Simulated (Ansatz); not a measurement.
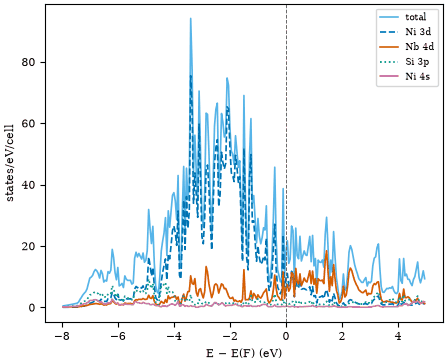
*Total and projected density of states of Nb₆Si₇Ni₁₆ in space group Fm-3m (No. 225; Pearson symbol cF116), r²SCAN (plane waves, PAW; program Ansatz)*

Which orbitals carry the states next to the Fermi level?

Within 0.5 eV of the Fermi level: Ni 3d 52 %, Nb 4d 34 %, Si 3p 8 %. Projections are on Löwdin-orthogonalised atomic valence shells; empty p or d shells of many metals are not among them.

Where is the tallest occupied peak in this window, and what makes it?

Near -3.4 eV, about 94 states/eV per cell; the largest projected share is Ni 3d.

The workflow started from a Materials Project entry (that database holds measured and hypothetical structures alike); the Crystallography Open Database copy checked does not list it. Whether it is the stable phase at ambient conditions was not checked. Symmetry was held in the r²SCAN relaxation; its stability against distortions is not shown here. The run is not spin-polarised. Spin–orbit coupling is left out wherever it is not named.

Potentials: the later of the program's two PAW sets.
